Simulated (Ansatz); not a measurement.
# C₂H₇FOSi: molecular dynamics (part 1 of 4)

- system: C₂H₇FOSi
- method: RKS revPBE-D4/def2-SVP (Ansatz 0.2.0)

It belongs to a series of runs on one base structure; here: dynamics from the highest image of the converged band. Figures and captions count atoms from 1; the log counts them from 0 in places.

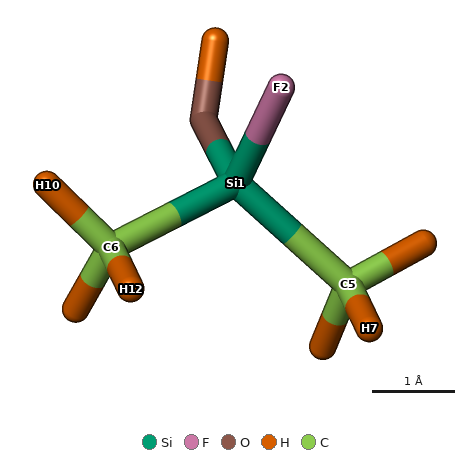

*The input geometry (stick view, seen at a tilt; atoms are numbered from 1 in the order of the input).*

## Input file
```yaml
crystal:
  periodic: [false, false, false]
  atoms:
    - { symbol: Si, position_ang: [0.134383, -0.325633, -0.325959] }
    - { symbol: F, position_ang: [1.308059, -0.419954, -1.489686] }
    - { symbol: O, position_ang: [-0.733917, -1.765067, -0.390011] }
    - { symbol: H, position_ang: [-0.433622, -2.391497, -1.070017] }
    - { symbol: C, position_ang: [0.965866, -0.15094, 1.342411] }
    - { symbol: C, position_ang: [-0.98362, 1.121425, -0.728116] }
    - { symbol: H, position_ang: [1.523354, 0.805658, 1.411825] }
    - { symbol: H, position_ang: [1.676851, -0.982668, 1.522069] }
    - { symbol: H, position_ang: [0.210315, -0.166988, 2.155043] }
    - { symbol: H, position_ang: [-1.430492, 1.011195, -1.73695] }
    - { symbol: H, position_ang: [-1.813088, 1.185584, 0.006344] }
    - { symbol: H, position_ang: [-0.424186, 2.078885, -0.696952] }
basis:
  gaussian: { orbitals: def2-SVP }
hamiltonian:
  xc: revpbe
  dispersion: d4
md:
  timestep: 0.5
  n_steps: 200
  ensemble: nve
  temperature: 100.0
  initial_velocities: maxwell_boltzmann
  seed: 9259
```

Run on 2 threads of Arm Neoverse V2, 24 GiB of memory available, shared host.

Run as:
```bash
ansatz run input.yaml --threads 2 --pin off --max-ram 3072MiB --backend cpu --events-out ev --progress --plain --runs-dir out
```

## Log
```
Engine: ansatz 0.2.0, aarch64-unknown-linux-gnu
Functional definition: revPBE
  parameter kappa = 1.245
  parameter beta = 0.06672455060314922
  exchange = pbe_x(kappa = kappa, mu = beta*pi^2/3)
  correlation = pbe_c(beta = beta)
1209 factors; their error is unknown
mean field evaluation 1: about -14806.0651 eV, gradient 8.6e1 eV
mean field evaluation 2: about -14783.6714 eV, gradient 1.3e2 eV
mean field evaluation 4: about -14821.5334 eV, gradient 6.9e0 eV
mean field evaluation 8: about -14821.6249 eV, gradient 1.2e-1 eV
mean field evaluation 16: about -14821.5593 eV, gradient 2.5e-4 eV
mean field -14821.55934216 eV, -544.6822594105 hartree, gradient 8.7e-6 eV, S^2 0.000000; 0 other end points of the search recorded, 0 dependent functions left out
the calculation of the forces begins
reference -14821.55938618 eV, -544.6822610284 hartree; 25, 25 occupied and 84, 84 virtual orbitals, 1209 factors
md step     0: t =     0.00 fs  T =   100.0 K  F+E_penalty+E_count = -14822.26737700 eV  E_kin = 0.129260 eV  conserved = -14822.13811701 eV  (28 SCF iters)
these checks for a lower state are left out or cut short: starts, cluster_reference, orbital_swaps, neighbouring_geometries, increment
1209 factors; their error is unknown
mean field -14821.55668480 eV, -544.6821617545 hartree, gradient 2.0e-5 eV, S^2 0.000000; 0 other end points of the search recorded, 0 dependent functions left out
the calculation of the forces begins
reference -14821.55672889 eV, -544.6821633748 hartree; 25, 25 occupied and 84, 84 virtual orbitals, 1209 factors
md step     1: t =     0.50 fs  T =    97.8 K  F+E_penalty+E_count = -14822.26441938 eV  E_kin = 0.126368 eV  conserved = -14822.13805153 eV  (31 SCF iters, 3 dispersion substeps)
[... from here on the SCF iterations and repeated set-up lines of each step are left out, up to the last step ...]
md step     2: t =     1.00 fs  T =    91.8 K  F+E_penalty+E_count = -14822.25658421 eV  E_kin = 0.118681 eV  conserved = -14822.13790285 eV  (30 SCF iters, 3 dispersion substeps)
md step     3: t =     1.50 fs  T =    83.9 K  F+E_penalty+E_count = -14822.24617097 eV  E_kin = 0.108441 eV  conserved = -14822.13772985 eV  (30 SCF iters, 3 dispersion substeps)
md step     4: t =     2.00 fs  T =    76.0 K  F+E_penalty+E_count = -14822.23588300 eV  E_kin = 0.098292 eV  conserved = -14822.13759132 eV  (30 SCF iters, 3 dispersion substeps)
md step     5: t =     2.50 fs  T =    69.9 K  F+E_penalty+E_count = -14822.22789802 eV  E_kin = 0.090370 eV  conserved = -14822.13752820 eV  (30 SCF iters, 3 dispersion substeps)
md step     6: t =     3.00 fs  T =    66.3 K  F+E_penalty+E_count = -14822.22321430 eV  E_kin = 0.085660 eV  conserved = -14822.13755420 eV  (31 SCF iters, 3 dispersion substeps)
md step     7: t =     3.50 fs  T =    64.8 K  F+E_penalty+E_count = -14822.22143229 eV  E_kin = 0.083779 eV  conserved = -14822.13765296 eV  (30 SCF iters, 3 dispersion substeps)
md step     8: t =     4.00 fs  T =    64.4 K  F+E_penalty+E_count = -14822.22101787 eV  E_kin = 0.083236 eV  conserved = -14822.13778225 eV  (30 SCF iters, 3 dispersion substeps)
md step     9: t =     4.50 fs  T =    63.5 K  F+E_penalty+E_count = -14822.21997358 eV  E_kin = 0.082087 eV  conserved = -14822.13788659 eV  (30 SCF iters, 3 dispersion substeps)
md step    10: t =     5.00 fs  T =    61.0 K  F+E_penalty+E_count = -14822.21670820 eV  E_kin = 0.078790 eV  conserved = -14822.13791830 eV  (30 SCF iters, 3 dispersion substeps)
md step    11: t =     5.50 fs  T =    56.4 K  F+E_penalty+E_count = -14822.21076706 eV  E_kin = 0.072906 eV  conserved = -14822.13786136 eV  (30 SCF iters, 3 dispersion substeps)
md step    12: t =     6.00 fs  T =    50.5 K  F+E_penalty+E_count = -14822.20306292 eV  E_kin = 0.065319 eV  conserved = -14822.13774363 eV  (30 SCF iters, 3 dispersion substeps)
md step    13: t =     6.50 fs  T =    44.7 K  F+E_penalty+E_count = -14822.19543964 eV  E_kin = 0.057817 eV  conserved = -14822.13762292 eV  (30 SCF iters, 3 dispersion substeps)
md step    14: t =     7.00 fs  T =    40.4 K  F+E_penalty+E_count = -14822.18978408 eV  E_kin = 0.052231 eV  conserved = -14822.13755291 eV  (31 SCF iters, 3 dispersion substeps)
md step    15: t =     7.50 fs  T =    38.4 K  F+E_penalty+E_count = -14822.18720329 eV  E_kin = 0.049651 eV  conserved = -14822.13755263 eV  (30 SCF iters, 3 dispersion substeps)
md step    16: t =     8.00 fs  T =    38.8 K  F+E_penalty+E_count = -14822.18772118 eV  E_kin = 0.050118 eV  conserved = -14822.13760362 eV  (31 SCF iters, 3 dispersion substeps)
md step    17: t =     8.50 fs  T =    40.9 K  F+E_penalty+E_count = -14822.19054502 eV  E_kin = 0.052873 eV  conserved = -14822.13767187 eV  (31 SCF iters, 3 dispersion substeps)
md step    18: t =     9.00 fs  T =    44.0 K  F+E_penalty+E_count = -14822.19458587 eV  E_kin = 0.056855 eV  conserved = -14822.13773090 eV  (30 SCF iters, 3 dispersion substeps)
md step    19: t =     9.50 fs  T =    47.3 K  F+E_penalty+E_count = -14822.19888441 eV  E_kin = 0.061115 eV  conserved = -14822.13776948 eV  (30 SCF iters, 3 dispersion substeps)
md step    20: t =    10.00 fs  T =    50.3 K  F+E_penalty+E_count = -14822.20280326 eV  E_kin = 0.065015 eV  conserved = -14822.13778806 eV  (31 SCF iters, 3 dispersion substeps)
md step    21: t =    10.50 fs  T =    52.8 K  F+E_penalty+E_count = -14822.20603037 eV  E_kin = 0.068238 eV  conserved = -14822.13779219 eV  (31 SCF iters, 3 dispersion substeps)
md step    22: t =    11.00 fs  T =    54.7 K  F+E_penalty+E_count = -14822.20848629 eV  E_kin = 0.070696 eV  conserved = -14822.13778992 eV  (31 SCF iters, 3 dispersion substeps)
md step    23: t =    11.50 fs  T =    56.0 K  F+E_penalty+E_count = -14822.21019234 eV  E_kin = 0.072403 eV  conserved = -14822.13778941 eV  (30 SCF iters, 3 dispersion substeps)
md step    24: t =    12.00 fs  T =    56.7 K  F+E_penalty+E_count = -14822.21114320 eV  E_kin = 0.073348 eV  conserved = -14822.13779536 eV  (31 SCF iters, 3 dispersion substeps)
md step    25: t =    12.50 fs  T =    56.8 K  F+E_penalty+E_count = -14822.21124227 eV  E_kin = 0.073438 eV  conserved = -14822.13780451 eV  (31 SCF iters, 3 dispersion substeps)
md step    26: t =    13.00 fs  T =    56.1 K  F+E_penalty+E_count = -14822.21036361 eV  E_kin = 0.072560 eV  conserved = -14822.13780411 eV  (31 SCF iters, 3 dispersion substeps)
md step    27: t =    13.50 fs  T =    54.8 K  F+E_penalty+E_count = -14822.20855226 eV  E_kin = 0.070774 eV  conserved = -14822.13777839 eV  (31 SCF iters, 3 dispersion substeps)
md step    28: t =    14.00 fs  T =    53.0 K  F+E_penalty+E_count = -14822.20625702 eV  E_kin = 0.068535 eV  conserved = -14822.13772229 eV  (31 SCF iters, 3 dispersion substeps)
md step    29: t =    14.50 fs  T =    51.6 K  F+E_penalty+E_count = -14822.20438287 eV  E_kin = 0.066728 eV  conserved = -14822.13765497 eV  (31 SCF iters, 3 dispersion substeps)
md step    30: t =    15.00 fs  T =    51.3 K  F+E_penalty+E_count = -14822.20397523 eV  E_kin = 0.066358 eV  conserved = -14822.13761746 eV  (31 SCF iters, 3 dispersion substeps)
md step    31: t =    15.50 fs  T =    52.6 K  F+E_penalty+E_count = -14822.20559178 eV  E_kin = 0.067945 eV  conserved = -14822.13764728 eV  (30 SCF iters, 3 dispersion substeps)
md step    32: t =    16.00 fs  T =    54.9 K  F+E_penalty+E_count = -14822.20874837 eV  E_kin = 0.071003 eV  conserved = -14822.13774559 eV  (30 SCF iters, 3 dispersion substeps)
md step    33: t =    16.50 fs  T =    57.3 K  F+E_penalty+E_count = -14822.21191901 eV  E_kin = 0.074052 eV  conserved = -14822.13786663 eV  (31 SCF iters, 3 dispersion substeps)
md step    34: t =    17.00 fs  T =    58.2 K  F+E_penalty+E_count = -14822.21323645 eV  E_kin = 0.075293 eV  conserved = -14822.13794301 eV  (30 SCF iters, 3 dispersion substeps)
md step    35: t =    17.50 fs  T =    56.9 K  F+E_penalty+E_count = -14822.21151637 eV  E_kin = 0.073589 eV  conserved = -14822.13792770 eV  (30 SCF iters, 3 dispersion substeps)
md step    36: t =    18.00 fs  T =    53.5 K  F+E_penalty+E_count = -14822.20698026 eV  E_kin = 0.069160 eV  conserved = -14822.13782071 eV  (30 SCF iters, 3 dispersion substeps)
md step    37: t =    18.50 fs  T =    49.2 K  F+E_penalty+E_count = -14822.20126654 eV  E_kin = 0.063600 eV  conserved = -14822.13766640 eV  (30 SCF iters, 3 dispersion substeps)
md step    38: t =    19.00 fs  T =    45.8 K  F+E_penalty+E_count = -14822.19675727 eV  E_kin = 0.059228 eV  conserved = -14822.13752894 eV  (29 SCF iters, 3 dispersion substeps)
md step    39: t =    19.50 fs  T =    45.0 K  F+E_penalty+E_count = -14822.19558374 eV  E_kin = 0.058120 eV  conserved = -14822.13746410 eV  (30 SCF iters, 3 dispersion substeps)
md step    40: t =    20.00 fs  T =    47.4 K  F+E_penalty+E_count = -14822.19875496 eV  E_kin = 0.061257 eV  conserved = -14822.13749795 eV  (30 SCF iters, 3 dispersion substeps)
md step    41: t =    20.50 fs  T =    52.7 K  F+E_penalty+E_count = -14822.20574115 eV  E_kin = 0.068121 eV  conserved = -14822.13761983 eV  (30 SCF iters, 3 dispersion substeps)
md step    42: t =    21.00 fs  T =    59.5 K  F+E_penalty+E_count = -14822.21463497 eV  E_kin = 0.076847 eV  conserved = -14822.13778754 eV  (30 SCF iters, 3 dispersion substeps)
md step    43: t =    21.50 fs  T =    65.7 K  F+E_penalty+E_count = -14822.22281311 eV  E_kin = 0.084872 eV  conserved = -14822.13794161 eV  (30 SCF iters, 3 dispersion substeps)
md step    44: t =    22.00 fs  T =    69.5 K  F+E_penalty+E_count = -14822.22787284 eV  E_kin = 0.089848 eV  conserved = -14822.13802457 eV  (30 SCF iters, 3 dispersion substeps)
md step    45: t =    22.50 fs  T =    70.0 K  F+E_penalty+E_count = -14822.22853163 eV  E_kin = 0.090529 eV  conserved = -14822.13800240 eV  (31 SCF iters, 3 dispersion substeps)
md step    46: t =    23.00 fs  T =    67.5 K  F+E_penalty+E_count = -14822.22514916 eV  E_kin = 0.087267 eV  conserved = -14822.13788265 eV  (31 SCF iters, 3 dispersion substeps)
md step    47: t =    23.50 fs  T =    63.3 K  F+E_penalty+E_count = -14822.21959592 eV  E_kin = 0.081878 eV  conserved = -14822.13771818 eV  (30 SCF iters, 3 dispersion substeps)
md step    48: t =    24.00 fs  T =    59.4 K  F+E_penalty+E_count = -14822.21442431 eV  E_kin = 0.076838 eV  conserved = -14822.13758677 eV  (31 SCF iters, 3 dispersion substeps)
md step    49: t =    24.50 fs  T =    57.3 K  F+E_penalty+E_count = -14822.21167234 eV  E_kin = 0.074122 eV  conserved = -14822.13754998 eV  (31 SCF iters, 3 dispersion substeps)
md step    50: t =    25.00 fs  T =    57.5 K  F+E_penalty+E_count = -14822.21192374 eV  E_kin = 0.074306 eV  conserved = -14822.13761746 eV  (29 SCF iters, 3 dispersion substeps)
md step    51: t =    25.50 fs  T =    59.1 K  F+E_penalty+E_count = -14822.21415352 eV  E_kin = 0.076408 eV  conserved = -14822.13774522 eV  (29 SCF iters, 3 dispersion substeps)
md step    52: t =    26.00 fs  T =    60.7 K  F+E_penalty+E_count = -14822.21638975 eV  E_kin = 0.078523 eV  conserved = -14822.13786703 eV  (30 SCF iters, 3 dispersion substeps)
md step    53: t =    26.50 fs  T =    61.0 K  F+E_penalty+E_count = -14822.21672617 eV  E_kin = 0.078793 eV  conserved = -14822.13793275 eV  (30 SCF iters, 3 dispersion substeps)
md step    54: t =    27.00 fs  T =    58.9 K  F+E_penalty+E_count = -14822.21411395 eV  E_kin = 0.076188 eV  conserved = -14822.13792582 eV  (30 SCF iters, 3 dispersion substeps)
md step    55: t =    27.50 fs  T =    54.8 K  F+E_penalty+E_count = -14822.20864336 eV  E_kin = 0.070784 eV  conserved = -14822.13785907 eV  (30 SCF iters, 3 dispersion substeps)
md step    56: t =    28.00 fs  T =    49.2 K  F+E_penalty+E_count = -14822.20135996 eV  E_kin = 0.063599 eV  conserved = -14822.13776087 eV  (30 SCF iters, 3 dispersion substeps)
md step    57: t =    28.50 fs  T =    43.4 K  F+E_penalty+E_count = -14822.19381868 eV  E_kin = 0.056155 eV  conserved = -14822.13766322 eV  (30 SCF iters, 3 dispersion substeps)
md step    58: t =    29.00 fs  T =    38.7 K  F+E_penalty+E_count = -14822.18756539 eV  E_kin = 0.049970 eV  conserved = -14822.13759510 eV  (29 SCF iters, 3 dispersion substeps)
md step    59: t =    29.50 fs  T =    35.7 K  F+E_penalty+E_count = -14822.18367259 eV  E_kin = 0.046096 eV  conserved = -14822.13757615 eV  (30 SCF iters, 3 dispersion substeps)
md step    60: t =    30.00 fs  T =    34.7 K  F+E_penalty+E_count = -14822.18243542 eV  E_kin = 0.044826 eV  conserved = -14822.13760948 eV  (30 SCF iters, 3 dispersion substeps)
md step    61: t =    30.50 fs  T =    35.3 K  F+E_penalty+E_count = -14822.18333696 eV  E_kin = 0.045660 eV  conserved = -14822.13767722 eV  (29 SCF iters, 3 dispersion substeps)
md step    62: t =    31.00 fs  T =    36.8 K  F+E_penalty+E_count = -14822.18534298 eV  E_kin = 0.047600 eV  conserved = -14822.13774345 eV  (30 SCF iters, 3 dispersion substeps)
md step    63: t =    31.50 fs  T =    38.4 K  F+E_penalty+E_count = -14822.18744965 eV  E_kin = 0.049676 eV  conserved = -14822.13777328 eV  (30 SCF iters, 3 dispersion substeps)
md step    64: t =    32.00 fs  T =    39.8 K  F+E_penalty+E_count = -14822.18920720 eV  E_kin = 0.051452 eV  conserved = -14822.13775559 eV  (30 SCF iters, 3 dispersion substeps)
md step    65: t =    32.50 fs  T =    41.1 K  F+E_penalty+E_count = -14822.19087761 eV  E_kin = 0.053164 eV  conserved = -14822.13771345 eV  (30 SCF iters, 3 dispersion substeps)
md step    66: t =    33.00 fs  T =    42.9 K  F+E_penalty+E_count = -14822.19307849 eV  E_kin = 0.055389 eV  conserved = -14822.13768899 eV  (30 SCF iters, 3 dispersion substeps)
md step    67: t =    33.50 fs  T =    45.2 K  F+E_penalty+E_count = -14822.19615631 eV  E_kin = 0.058447 eV  conserved = -14822.13770916 eV  (29 SCF iters, 3 dispersion substeps)
md step    68: t =    34.00 fs  T =    48.0 K  F+E_penalty+E_count = -14822.19978965 eV  E_kin = 0.062026 eV  conserved = -14822.13776336 eV  (30 SCF iters, 3 dispersion substeps)
md step    69: t =    34.50 fs  T =    50.5 K  F+E_penalty+E_count = -14822.20314713 eV  E_kin = 0.065334 eV  conserved = -14822.13781316 eV  (30 SCF iters, 3 dispersion substeps)
md step    70: t =    35.00 fs  T =    52.3 K  F+E_penalty+E_count = -14822.20545733 eV  E_kin = 0.067633 eV  conserved = -14822.13782472 eV  (30 SCF iters, 3 dispersion substeps)
md step    71: t =    35.50 fs  T =    53.2 K  F+E_penalty+E_count = -14822.20653111 eV  E_kin = 0.068741 eV  conserved = -14822.13779037 eV  (30 SCF iters, 3 dispersion substeps)
md step    72: t =    36.00 fs  T =    53.5 K  F+E_penalty+E_count = -14822.20688628 eV  E_kin = 0.069156 eV  conserved = -14822.13773034 eV  (30 SCF iters, 3 dispersion substeps)
md step    73: t =    36.50 fs  T =    54.0 K  F+E_penalty+E_count = -14822.20744494 eV  E_kin = 0.069767 eV  conserved = -14822.13767753 eV  (30 SCF iters, 3 dispersion substeps)
md step    74: t =    37.00 fs  T =    55.2 K  F+E_penalty+E_count = -14822.20902686 eV  E_kin = 0.071367 eV  conserved = -14822.13766005 eV  (30 SCF iters, 3 dispersion substeps)
md step    75: t =    37.50 fs  T =    57.4 K  F+E_penalty+E_count = -14822.21190694 eV  E_kin = 0.074217 eV  conserved = -14822.13769010 eV  (30 SCF iters, 3 dispersion substeps)
md step    76: t =    38.00 fs  T =    60.2 K  F+E_penalty+E_count = -14822.21561607 eV  E_kin = 0.077855 eV  conserved = -14822.13776073 eV  (30 SCF iters, 3 dispersion substeps)
md step    77: t =    38.50 fs  T =    62.8 K  F+E_penalty+E_count = -14822.21905004 eV  E_kin = 0.081203 eV  conserved = -14822.13784733 eV  (30 SCF iters, 3 dispersion substeps)
md step    78: t =    39.00 fs  T =    64.2 K  F+E_penalty+E_count = -14822.22086048 eV  E_kin = 0.082946 eV  conserved = -14822.13791399 eV  (28 SCF iters, 3 dispersion substeps)
md step    79: t =    39.50 fs  T =    63.5 K  F+E_penalty+E_count = -14822.22002237 eV  E_kin = 0.082098 eV  conserved = -14822.13792486 eV  (30 SCF iters, 3 dispersion substeps)
md step    80: t =    40.00 fs  T =    60.8 K  F+E_penalty+E_count = -14822.21639074 eV  E_kin = 0.078530 eV  conserved = -14822.13786036 eV  (30 SCF iters, 3 dispersion substeps)
md step    81: t =    40.50 fs  T =    56.7 K  F+E_penalty+E_count = -14822.21098898 eV  E_kin = 0.073255 eV  conserved = -14822.13773382 eV  (30 SCF iters, 3 dispersion substeps)
md step    82: t =    41.00 fs  T =    52.8 K  F+E_penalty+E_count = -14822.20578417 eV  E_kin = 0.068189 eV  conserved = -14822.13759543 eV  (30 SCF iters, 3 dispersion substeps)
md step    83: t =    41.50 fs  T =    50.6 K  F+E_penalty+E_count = -14822.20290099 eV  E_kin = 0.065387 eV  conserved = -14822.13751370 eV  (30 SCF iters, 3 dispersion substeps)
md step    84: t =    42.00 fs  T =    51.1 K  F+E_penalty+E_count = -14822.20357916 eV  E_kin = 0.066043 eV  conserved = -14822.13753594 eV  (29 SCF iters, 3 dispersion substeps)
md step    85: t =    42.50 fs  T =    54.0 K  F+E_penalty+E_count = -14822.20746830 eV  E_kin = 0.069814 eV  conserved = -14822.13765426 eV  (30 SCF iters, 3 dispersion substeps)
md step    86: t =    43.00 fs  T =    58.0 K  F+E_penalty+E_count = -14822.21275170 eV  E_kin = 0.074944 eV  conserved = -14822.13780775 eV  (31 SCF iters, 3 dispersion substeps)
md step    87: t =    43.50 fs  T =    61.2 K  F+E_penalty+E_count = -14822.21706841 eV  E_kin = 0.079148 eV  conserved = -14822.13792016 eV  (31 SCF iters, 3 dispersion substeps)
md step    88: t =    44.00 fs  T =    62.5 K  F+E_penalty+E_count = -14822.21867645 eV  E_kin = 0.080733 eV  conserved = -14822.13794323 eV  (31 SCF iters, 3 dispersion substeps)
md step    89: t =    44.50 fs  T =    61.4 K  F+E_penalty+E_count = -14822.21720500 eV  E_kin = 0.079329 eV  conserved = -14822.13787619 eV  (31 SCF iters, 3 dispersion substeps)
md step    90: t =    45.00 fs  T =    58.7 K  F+E_penalty+E_count = -14822.21368546 eV  E_kin = 0.075929 eV  conserved = -14822.13775680 eV  (31 SCF iters, 3 dispersion substeps)
md step    91: t =    45.50 fs  T =    56.0 K  F+E_penalty+E_count = -14822.20998263 eV  E_kin = 0.072345 eV  conserved = -14822.13763719 eV  (30 SCF iters, 3 dispersion substeps)
md step    92: t =    46.00 fs  T =    54.5 K  F+E_penalty+E_count = -14822.20798080 eV  E_kin = 0.070419 eV  conserved = -14822.13756216 eV  (30 SCF iters, 3 dispersion substeps)
md step    93: t =    46.50 fs  T =    55.2 K  F+E_penalty+E_count = -14822.20886903 eV  E_kin = 0.071313 eV  conserved = -14822.13755634 eV  (31 SCF iters, 3 dispersion substeps)
md step    94: t =    47.00 fs  T =    58.1 K  F+E_penalty+E_count = -14822.21274237 eV  E_kin = 0.075123 eV  conserved = -14822.13761950 eV  (31 SCF iters, 3 dispersion substeps)
md step    95: t =    47.50 fs  T =    62.6 K  F+E_penalty+E_count = -14822.21860172 eV  E_kin = 0.080874 eV  conserved = -14822.13772801 eV  (31 SCF iters, 3 dispersion substeps)
md step    96: t =    48.00 fs  T =    67.2 K  F+E_penalty+E_count = -14822.22473147 eV  E_kin = 0.086891 eV  conserved = -14822.13784087 eV  (31 SCF iters, 3 dispersion substeps)
md step    97: t =    48.50 fs  T =    70.7 K  F+E_penalty+E_count = -14822.22934880 eV  E_kin = 0.091436 eV  conserved = -14822.13791244 eV  (29 SCF iters, 3 dispersion substeps)
md step    98: t =    49.00 fs  T =    72.3 K  F+E_penalty+E_count = -14822.23131932 eV  E_kin = 0.093409 eV  conserved = -14822.13791068 eV  (31 SCF iters, 3 dispersion substeps)
```
